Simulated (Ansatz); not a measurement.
# NiO (rock salt): map of one atom of the cell

Relaxed NiO (rock salt):

```xyz
2
Lattice="0.0000 2.0953 2.0953 2.0953 0.0000 2.0953 2.0953 2.0953 0.0000" Properties=species:S:1:pos:R:3 pbc="T T T"
O      0.0000     0.0000     0.0000
Ni     2.0953     2.0953     2.0953
```

Two-dimensional scan of atom 2 (Ni, nearest neighbour O at 2.095 Å; its periodic images, 3.0 Å or more away, move with it): u runs along (1.000, 0.000, 0.000), v along (0.000, 0.000, 1.000) (Cartesian). Cell and other atoms are fixed.

These are r2SCAN (plane waves to 500 eV, PAW, scalar-relativistic; Ansatz, a quantum-chemistry and plane-wave program) values and carry that method's errors. k mesh 11×11×11 (Γ-centred), Fermi-Dirac smearing 0.05 eV. The energy includes the smearing's −TS. Points where atoms come too close for the PAW data are left out (x in tables, blank in figures). The magnetisation changes by over a third across the map, so nothing is fitted. As the smearing reaches across the gap at some points, energies and forces of such displacements shift with the k mesh and the smearing. NiO is run spin-polarised and with no Hubbard U; the real compound is an antiferromagnetic insulator, a state that this run doesn't describe. NiO was relaxed with its symmetry unable to fall. Relaxed NiO ends ferromagnetic. The PAW data are Ansatz's earlier set. The magnetic order is the one the run started from; other orders were not tried. The zero of ΔE is the undisplaced structure. Axes are in Å.

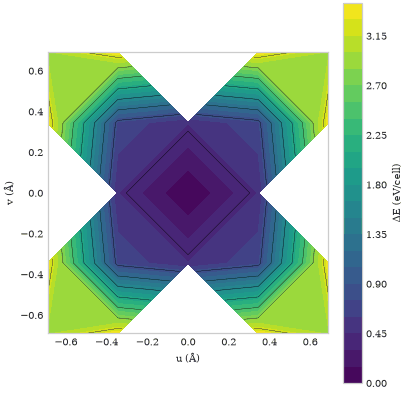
ΔE (eV/cell) over the 5×5 grid of computed points.

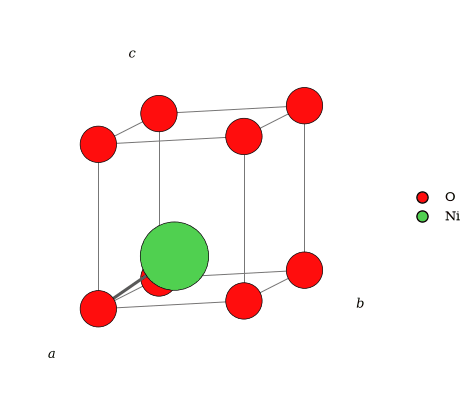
The cell of the calculation at u = -0.690 Å, v = 0.345 Å.

Lowest place on the grid: u = 0.000 Å, v = 0.000 Å (0 meV/cell).

(A displaced cell: forces are minus the slopes of the energy, force constants its curvatures, and phonons follow from these.)
